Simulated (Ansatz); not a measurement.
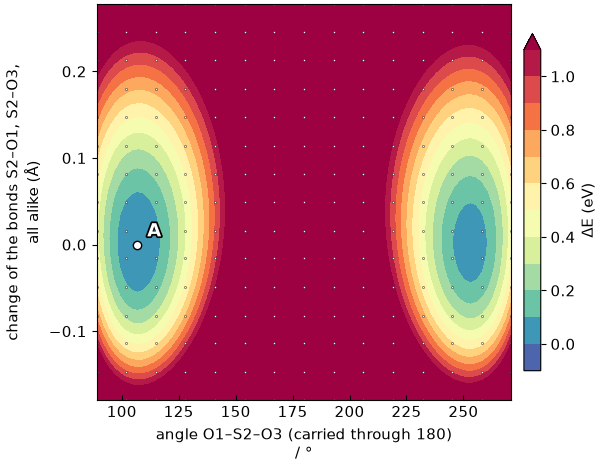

HO2S, SMILES [O-]SO, charge −1. 
- Coordinates scanned: (1) angle O1–S2–O3 (carried through 180); (2) change of the bonds S2–O1, S2–O3, all alike.
- Nothing is relaxed (all other coordinates rigid).
- The grid has 15 × 15 points.
- Points are written as (first, second).
- Energies: eV, counted from the relaxed molecule at the same level.
- Method: RKS PBE0-D4/def2-TZVPD (Ansatz 0.2.0).

In the figure: filled contours, dots at the grid points, one colour for all values above the top of the scale, the well A. Between grid points the surface is interpolated.

Question: Where is the minimum, and how stiff is the well along each coordinate? Take the well at A.

Answer: The interpolated minimum is at the first coordinate ≈ 107°, the second coordinate ≈ 0.000 Å. The curvatures there are about 7.5 eV/rad² and 60 eV/Å², with a cross term of about 0 eV/(rad·Å). Round the minimum the two coordinates are nearly uncoupled.
